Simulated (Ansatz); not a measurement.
Sb2PbO

```
Sb Pb O
1.0
     5.05106    0.00000    0.00000
    -2.52553    4.37434    0.00000
     0.00000    0.00000    4.80201
Sb Pb O
2 1 1
Direct
  0.33333 0.66667 0.50000
  0.66667 0.33333 0.50000
  0.00000 0.00000 0.00000
  0.00000 0.00000 0.50000
```

Space group P6/mmm; a structure generated by program, which may or may not match a known phase.

These are results of DFT PBE, scalar-relativistic, plane waves, PAW in Ansatz, not measurements.

> Predict the valence pseudo-density and electron localisation function between the atoms.

Pb–O (2.40 Å): the density is about 0.4 e/Å³ at the midpoint; the ELF is about 0.15 at the midpoint: no shared electron pair shows on this line.
Sb–Sb (2.92 Å): ρ is about 0.32 e/Å³ halfway; the ELF reaches about 0.60 near the midpoint.

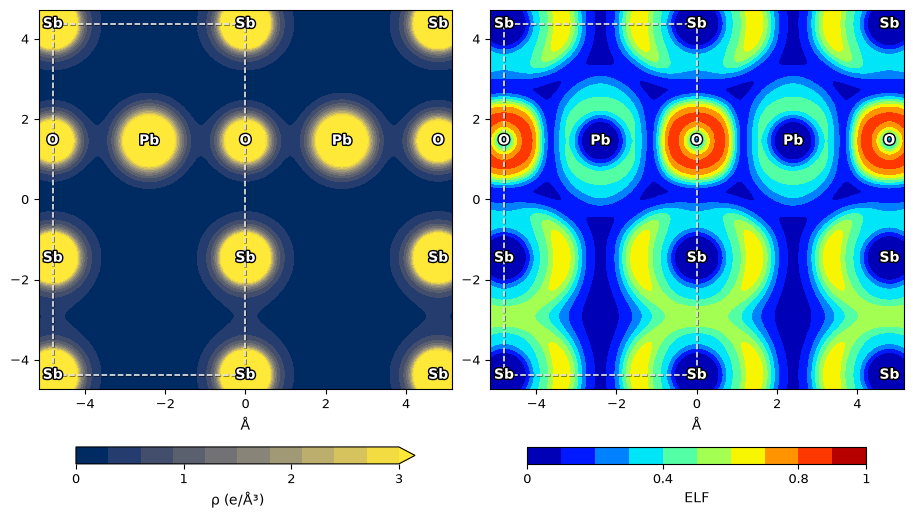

Computed valence pseudo-density and electron localisation function on the (110) plane of the conventional cell, in this order. 

The density is the valence pseudo-density of a PAW calculation; it isn't the true density close to the nuclei.
